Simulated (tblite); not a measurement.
**Geometry relaxation, with input and output: C$_{2}$H$_{8}$Cl$_{2}$PSi$_{2}$ (part 3 of 3)**

C$_{2}$H$_{8}$Cl$_{2}$PSi$_{2}$, multiplicity 2; GFN2-xTB geometry optimisation, gas phase (tblite 0.8.0). It belongs to a series of runs on one base structure; here: H removed from Si.

Trajectory as extended XYZ, continued
```
15
Properties=species:S:1:pos:R:3:forces:R:3 step=118 energy=-637.95984
Si    2.4278    0.6085    1.1413   -0.0020   0.0010  -0.0080
P     1.4439   -0.0312   -0.7683    0.0010  -0.0070  -0.0030
Si   -0.2255   -1.4079   -0.1359    0.0020  -0.0010   0.0010
Cl   -0.1811   -3.0822   -1.3345   -0.0010   0.0000  -0.0060
C    -1.8892   -0.5451   -0.6048    0.0040  -0.0020   0.0010
C    -1.8305    0.9264   -0.2674    0.0030  -0.0020  -0.0030
Cl   -1.3255    1.1322    1.4293   -0.0040  -0.0040   0.0100
H     3.8158    0.9111    0.7871   -0.0040  -0.0040   0.0010
H     1.7410    1.8146    1.5882    0.0050   0.0020  -0.0060
H     2.3763   -0.4468    2.1527   -0.0060   0.0060   0.0030
H     2.3263   -1.0659   -1.0171    0.0030   0.0060   0.0050
H    -2.0885   -0.6549   -1.6733    0.0010   0.0080   0.0020
H    -2.7157   -1.0143   -0.0709   -0.0060   0.0050   0.0010
H    -2.7961    1.4222   -0.3741    0.0010  -0.0040   0.0000
H    -1.0831    1.4413   -0.8741    0.0030  -0.0050   0.0010
15
Properties=species:S:1:pos:R:3:forces:R:3 step=123 energy=-637.96041
Si    2.4167    0.6198    1.1333   -0.0070  -0.0270   0.0060
P     1.4431   -0.0451   -0.7730   -0.0060   0.0310   0.0050
Si   -0.2293   -1.4145   -0.1375   -0.0190  -0.0290  -0.0220
Cl   -0.1807   -3.0806   -1.3487   -0.0070  -0.0010   0.0020
C    -1.8909   -0.5456   -0.6070    0.0030  -0.0200  -0.0010
C    -1.8187    0.9221   -0.2582    0.0000  -0.0020   0.0190
Cl   -1.3129    1.1114    1.4408   -0.0030  -0.0090   0.0040
H     3.8092    0.9036    0.7865    0.0130   0.0120  -0.0090
H     1.7336    1.8326    1.5648    0.0040   0.0200  -0.0170
H     2.3545   -0.4184    2.1614   -0.0120  -0.0050   0.0050
H     2.3270   -1.0803   -1.0073    0.0180  -0.0100   0.0050
H    -2.0870   -0.6437   -1.6782    0.0070  -0.0010   0.0340
H    -2.7238   -1.0133   -0.0792    0.0320   0.0220  -0.0180
H    -2.7795    1.4268   -0.3583   -0.0160   0.0160  -0.0180
H    -1.0657    1.4332   -0.8613   -0.0060   0.0040   0.0050
15
Properties=species:S:1:pos:R:3:forces:R:3 step=128 energy=-637.96218
Si    2.3945    0.6438    1.1169    0.0140   0.0110   0.0170
P     1.4394   -0.0637   -0.7840    0.0040  -0.0430   0.0150
Si   -0.2383   -1.4385   -0.1538    0.0310   0.0140   0.0050
Cl   -0.2179   -3.1012   -1.3626    0.0090  -0.0330  -0.0320
C    -1.8876   -0.5464   -0.6178    0.0290   0.0300   0.0060
C    -1.7966    0.9089   -0.2266    0.0020   0.0160  -0.0210
Cl   -1.2906    1.0352    1.4772   -0.0160   0.0240   0.0100
H     3.8036    0.8683    0.7853   -0.0200   0.0030  -0.0010
H     1.7525    1.8998    1.4905    0.0050  -0.0030  -0.0420
H     2.2795   -0.3390    2.1931   -0.0170  -0.0200  -0.0050
H     2.3421   -1.0918   -0.9955   -0.0380   0.0220   0.0150
H    -2.0707   -0.6097   -1.6918   -0.0020  -0.0140  -0.0350
H    -2.7345   -1.0117   -0.1164   -0.0120  -0.0410   0.0340
H    -2.7477    1.4348   -0.3202    0.0110  -0.0040   0.0120
H    -1.0322    1.4192   -0.8161    0.0000   0.0370   0.0250
15
Properties=species:S:1:pos:R:3:forces:R:3 step=133 energy=-637.96740
Si    2.2743    0.7029    1.0661    0.0390  -0.0340  -0.1140
P     1.4872   -0.1928   -0.8290   -0.0140   0.0330  -0.0070
Si   -0.2308   -1.5221   -0.2480   -0.0910  -0.0910  -0.0730
Cl   -0.2359   -3.1004   -1.5872   -0.0480   0.1290   0.0990
C    -1.8648   -0.5350   -0.5951   -0.0150  -0.1810  -0.0620
C    -1.6973    0.8896   -0.1341    0.0600   0.0650  -0.0500
Cl   -1.2122    0.9059    1.5777   -0.0060   0.0310   0.0420
H     3.7042    0.8815    0.8295    0.0810  -0.0250   0.0090
H     1.6512    2.0061    1.1890   -0.0910   0.1700   0.0260
H     2.0324   -0.1410    2.2255   -0.0360  -0.0680   0.0900
H     2.3974   -1.2279   -0.8565    0.0340  -0.0430  -0.0330
H    -2.0857   -0.5331   -1.6682   -0.0180  -0.0350   0.1150
H    -2.7119   -0.9936   -0.0751    0.1210   0.0360  -0.1210
H    -2.6076    1.4793   -0.2223   -0.1230  -0.0070   0.0580
H    -0.9049    1.3884   -0.6942    0.1050   0.0200   0.0200
15
Properties=species:S:1:pos:R:3:forces:R:3 step=138 energy=-637.97802
Si    2.2478    0.7294    1.0417   -0.0480   0.0370  -0.0300
P     1.5013   -0.2238   -0.8475    0.0460   0.0160   0.0450
Si   -0.2315   -1.5387   -0.2728   -0.0020  -0.0510  -0.0140
Cl   -0.2823   -3.1113   -1.6013   -0.0250   0.0450   0.0240
C    -1.8465   -0.5307   -0.6125   -0.0160  -0.0290   0.0000
C    -1.6752    0.8796   -0.0985   -0.0050  -0.0190   0.0140
Cl   -1.1907    0.8328    1.6176    0.0000   0.0180  -0.0260
H     3.6951    0.8372    0.8489    0.0040  -0.0200   0.0360
H     1.6686    2.0713    1.0799   -0.0030  -0.0360   0.0060
H     1.9196   -0.0511    2.2347    0.0130   0.0270  -0.0470
H     2.4239   -1.2523   -0.8244   -0.0290  -0.0100  -0.0380
H    -2.0687   -0.4969   -1.6830    0.0310   0.0050   0.0510
H    -2.6977   -1.0023   -0.1185    0.0270   0.0130  -0.0260
H    -2.5906    1.4692   -0.1508   -0.0290  -0.0170  -0.0110
H    -0.8774    1.3955   -0.6355    0.0350   0.0230   0.0160
15
Properties=species:S:1:pos:R:3:forces:R:3 step=143 energy=-637.98062
Si    2.2226    0.7446    1.0255    0.0390  -0.0170   0.0180
P     1.5225   -0.2459   -0.8558   -0.0360  -0.0050  -0.0340
Si   -0.2219   -1.5513   -0.2880   -0.0110   0.0230   0.0120
Cl   -0.3131   -3.1004   -1.6317   -0.0080  -0.0150  -0.0180
C    -1.8331   -0.5296   -0.6078    0.0240  -0.0090   0.0100
C    -1.6600    0.8756   -0.0818    0.0060   0.0120   0.0000
Cl   -1.1700    0.8123    1.6301   -0.0090   0.0210   0.0210
H     3.6766    0.8343    0.8791    0.0030   0.0040   0.0130
H     1.6464    2.0849    1.0248   -0.0180   0.0150  -0.0010
H     1.8720   -0.0151    2.2223   -0.0100   0.0070  -0.0010
H     2.4385   -1.2779   -0.8096   -0.0020  -0.0090  -0.0140
H    -2.0614   -0.4830   -1.6753    0.0280  -0.0060   0.0080
H    -2.6824   -1.0030   -0.1146    0.0020  -0.0040  -0.0120
H    -2.5793    1.4609   -0.1278    0.0020  -0.0060  -0.0030
H    -0.8619    1.4017   -0.6113   -0.0100  -0.0130   0.0030
15
Properties=species:S:1:pos:R:3:forces:R:3 step=148 energy=-637.98200
Si    2.2385    0.7387    1.0222   -0.0210  -0.0060  -0.0080
P     1.5270   -0.2332   -0.8694   -0.0010   0.0160   0.0120
Si   -0.2100   -1.5379   -0.2814   -0.0040  -0.0270  -0.0010
Cl   -0.3153   -3.1043   -1.6105    0.0040   0.0180   0.0110
C    -1.8255   -0.5299   -0.6064    0.0050   0.0110   0.0030
C    -1.6799    0.8780   -0.0776    0.0000   0.0000   0.0010
Cl   -1.2074    0.8284    1.6408   -0.0080   0.0080   0.0020
H     3.6945    0.8043    0.9005    0.0220   0.0090  -0.0060
H     1.6776    2.0871    1.0213   -0.0050  -0.0070   0.0000
H     1.8614   -0.0172    2.2130   -0.0140  -0.0010   0.0040
H     2.4418   -1.2670   -0.8349   -0.0020  -0.0100  -0.0180
H    -2.0396   -0.4842   -1.6766    0.0160   0.0060  -0.0060
H    -2.6748   -1.0181   -0.1284   -0.0040   0.0040   0.0060
H    -2.6088    1.4479   -0.1366    0.0210  -0.0120   0.0050
H    -0.8839    1.4154   -0.5980   -0.0090  -0.0090  -0.0070
15
Properties=species:S:1:pos:R:3:forces:R:3 step=153 energy=-637.98250
Si    2.2360    0.7395    1.0224   -0.0010  -0.0040   0.0010
P     1.5185   -0.2354   -0.8643    0.0010  -0.0010  -0.0020
Si   -0.2132   -1.5473   -0.2765    0.0040   0.0050   0.0070
Cl   -0.3155   -3.1040   -1.6149    0.0000   0.0020   0.0040
C    -1.8221   -0.5306   -0.6041   -0.0060   0.0000   0.0030
C    -1.6741    0.8767   -0.0758    0.0000  -0.0010   0.0020
Cl   -1.2067    0.8325    1.6439    0.0000  -0.0010  -0.0030
H     3.6928    0.8072    0.8966   -0.0040   0.0060  -0.0030
H     1.6714    2.0866    1.0200    0.0000  -0.0070  -0.0040
H     1.8603   -0.0104    2.2177   -0.0090  -0.0050   0.0000
H     2.4335   -1.2698   -0.8445    0.0040   0.0060  -0.0050
H    -2.0278   -0.4814   -1.6759    0.0030  -0.0030  -0.0010
H    -2.6772   -1.0137   -0.1311   -0.0020  -0.0020  -0.0030
H    -2.6020    1.4464   -0.1375   -0.0010   0.0070   0.0020
H    -0.8783    1.4118   -0.5980    0.0090  -0.0010   0.0020
```

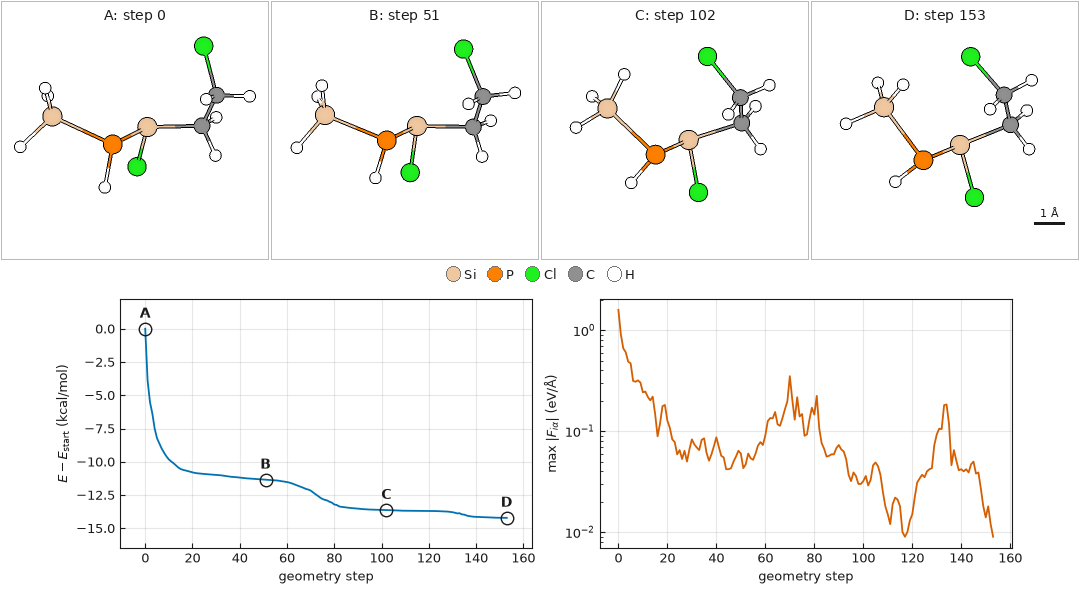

*Frames of the relaxation (ball-and-stick view, seen at a tilt) above the curves, on which the letters mark them (steps are counted from 0).*

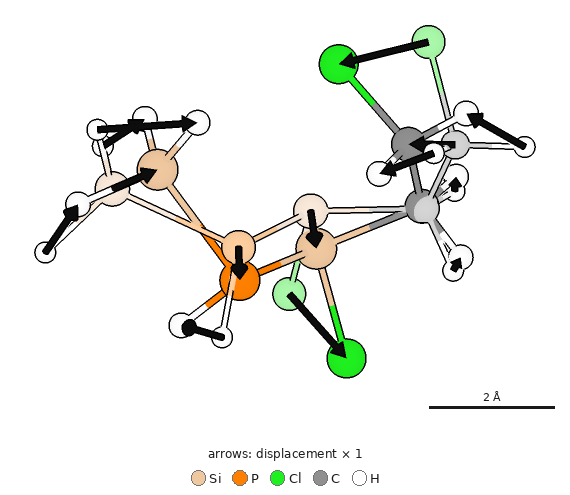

*Start (faint) and end (solid) with the displacements as black arrows, at true length (ball-and-stick view, seen at a tilt). The two geometries are laid on each other by the best rigid fit.*

Over 153 geometry steps the energy falls by 14.2 kcal/mol. The largest force component goes from 1.6 to 0.009 eV/Å. The atom that moves furthest after the best rigid fit is H9 (1.62 Å). Largest moves by element: H 1.62 Å, Cl 1.48 Å, Si 0.81 Å, C 0.75 Å, P 0.65 Å. Among the contacts that change: P2–H11 1.464 → 1.381 Å, Si3–C5 1.856 → 1.931 Å, P2–Si3 2.197 → 2.251 Å, C5–H13 1.129 → 1.090 Å. Among the angles that change: Si3–P2–H11 109.6° → 94.0°, Si1–P2–H11 104.3° → 95.8°, P2–Si3–C5 113.3° → 106.8°. (Atoms are counted from 1 in the order of the input.)

The run was set up as follows.

The input
```
{"job": {"kind": "relax", "xc": "GFN2-xTB", "basis": "xTB"}, "charge": 0, "multiplicity": 2}
Si     2.941300     0.355500     1.154600
P      1.464600     0.338000    -0.521300
Si    -0.225800    -0.923500     0.092400
Cl     0.138900    -2.921300    -0.374900
C     -1.827400    -0.448600    -0.716300
C     -2.366600     0.891900    -0.361800
Cl    -2.672700     0.998600     1.399600
H      4.280500    -0.086600     0.695400
H      3.116900     1.713500     1.693800
H      2.519900    -0.586000     2.238000
H      2.178900    -0.301700    -1.627600
H     -1.839300    -0.576400    -1.828800
H     -2.598000    -1.182800    -0.339300
H     -3.367600     0.983200    -0.841300
H     -1.748000     1.754000    -0.684400
```

The first line tells a small driver script what to run in tblite; the rest is the geometry in Å.

Launch command:
```bash
OMP_NUM_THREADS=1 python <driver script> task.json out
```

Key numbers

- outcome: converged
- total energy: −637.9825 eV
- hardware: 1 CPU thread, shared host
- wall time: 1.5 s
- peak memory: 0.18 GiB
